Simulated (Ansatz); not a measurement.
## Run report: CH8OSi, single-point calculation

The run: single-point calculation of CH8OSi. Method and program: RKS PBE0-D4/def2-TZVPPD (Ansatz 0.2.0).

The geometry is a complex of two molecules. The geometry comes from this level: PBE0-D4/def2-TZVP.

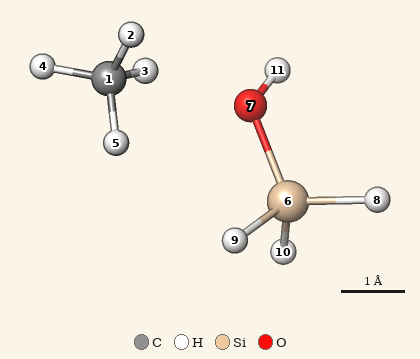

The structure as given in the input (ball-and-stick view, seen at a tilt; atoms are numbered from 1 in the order of the input). Bond lengths as drawn: C–H 1.09 Å, H–O 0.96 Å, H–Si 1.48 to 1.49 Å and O–Si 1.65 Å.

**Input**
```yaml
crystal:
  periodic: [false, false, false]
  atoms:
    - {symbol: C, position_ang: [0.010183, -0.037985, -2.318754]}
    - {symbol: H, position_ang: [0.629329, 0.685757, -2.848905]}
    - {symbol: H, position_ang: [0.488602, -0.311819, -1.378925]}
    - {symbol: H, position_ang: [-0.117697, -0.925930, -2.937907]}
    - {symbol: H, position_ang: [-0.965732, 0.402876, -2.114954]}
    - {symbol: Si, position_ang: [-0.361199, 0.197317, 2.002921]}
    - {symbol: O, position_ang: [0.893450, -0.512150, 1.201854]}
    - {symbol: H, position_ang: [0.044464, 1.490140, 2.619443]}
    - {symbol: H, position_ang: [-1.411425, 0.430265, 0.986556]}
    - {symbol: H, position_ang: [-0.886472, -0.682093, 3.083153]}
    - {symbol: H, position_ang: [1.676398, -0.736380, 1.705617]}
basis:
  gaussian: {orbitals: "def2-TZVPPD.json"}
hamiltonian: {xc: pbe0, dispersion: d4}
output: {orbitals: {seedname: orbitals}}
```

Hardware: 4 threads of AMD EPYC, 31 GiB of memory available, shared host.

Launched with:
```bash
ansatz run in.yaml --threads 4 --pin off --events-out ev --progress --plain --max-ram 9574MiB
```

**What the program printed**
```
Functional definition: PBE0
  name "PBE0"
  cite "Adamo & Barone, J. Chem. Phys. 110, 6158 (1999) doi:10.1063/1.478522"
  cite "Perdew, Burke & Ernzerhof, Phys. Rev. Lett. 77, 3865 (1996) doi:10.1103/PhysRevLett.77.3865"
  parent pbe
  parameter a = 0.25
  parameter kappa = 0.804
  parameter beta = 0.06672455060314922
  exchange = (1 - a)*pbe_x(kappa = kappa, mu = beta*pi^2/3) + a*exact_x
  correlation = pbe_c(beta = beta)
1152 factors; their error is unknown
mean field evaluation 1: about -11079.2052 eV, gradient 6.8e1 eV
mean field evaluation 2: about -11070.0900 eV, gradient 9.5e1 eV
mean field evaluation 4: about -11087.6911 eV, gradient 3.5e0 eV
mean field evaluation 8: about -11087.7289 eV, gradient 5.2e-2 eV
mean field -11087.72895193 eV, -407.4665234507 hartree, gradient 4.9e-5 eV, S^2 0.000000; 0 other end points of the search recorded, 0 dependent functions left out
reference -11087.72899174 eV, -407.4665249140 hartree; 18, 18 occupied and 243, 243 virtual orbitals, 1152 factors
Total energy: -11087.83005696 eV, -407.4702389923 hartree
```

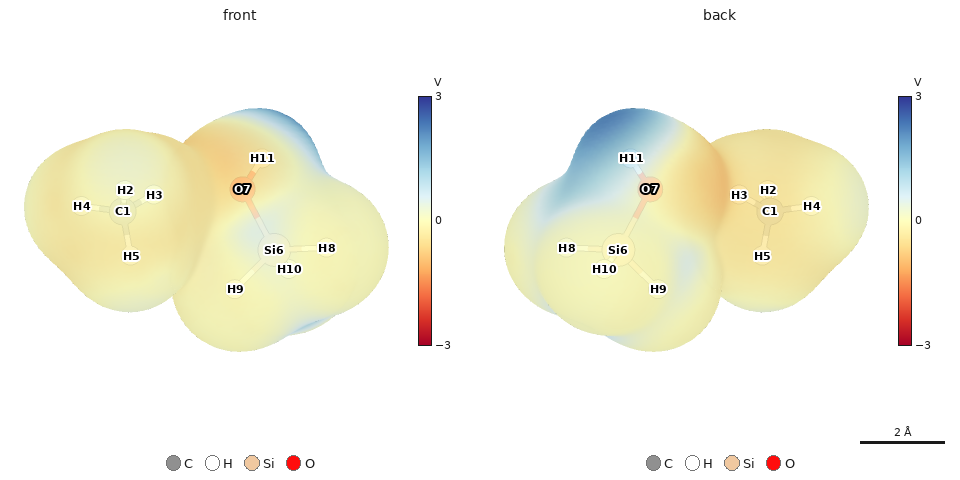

The molecular electrostatic potential painted on the density surface at 0.001 e/bohr³, seen at a tilt and from behind; red is negative and blue positive.

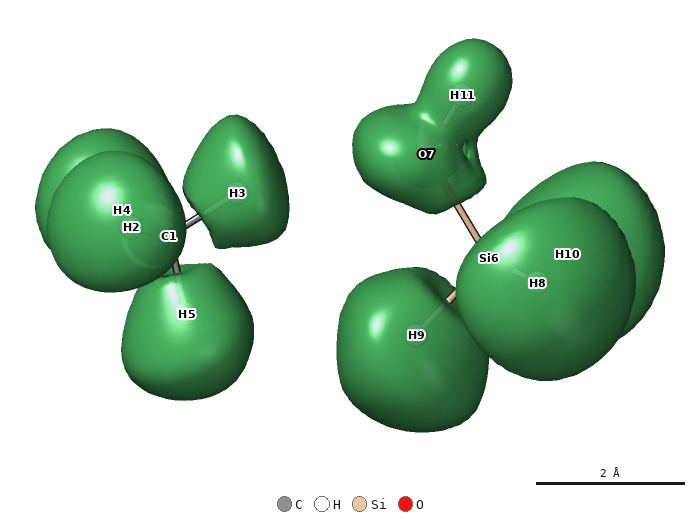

Isosurface of the electron localisation function at 0.75 (green), seen face on. Core shells and regions of very low density are left out. Along the contacts the grid gives the following. O7···H3 (2.62 Å): the ELF is only about 0 between them (a non-bonded, intermolecular contact). Si–O (1.65 Å): the ELF peaks at about 0.85 between the atoms, which marks a polar covalent bond.

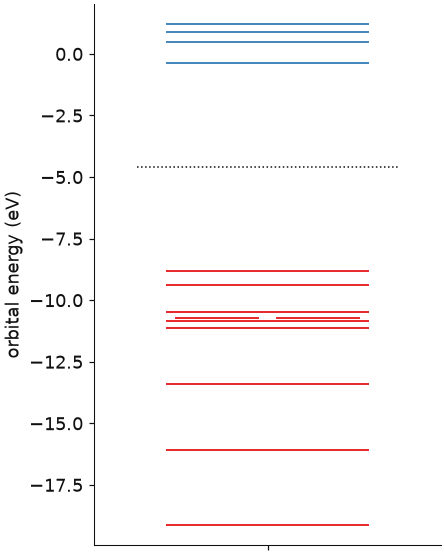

Orbital energies near the frontier; the dotted line parts filled from empty levels, and levels within 0.02 eV of each other stand side by side. Highest filled −8.81 eV, lowest empty −0.38 eV, 8.43 eV apart.

**Results in brief**

```csv
quantity,value
outcome,converged
total energy,−11087.8301 eV
mean-field energy,−11087.7290 eV
dispersion energy,−0.1011 eV
SCF solution under orbital rotations,stable
HOMO,−8.81 eV
LUMO,−0.38 eV
wall time,2 s (CPU time 6.8 s)
peak memory,0.52 GiB
```
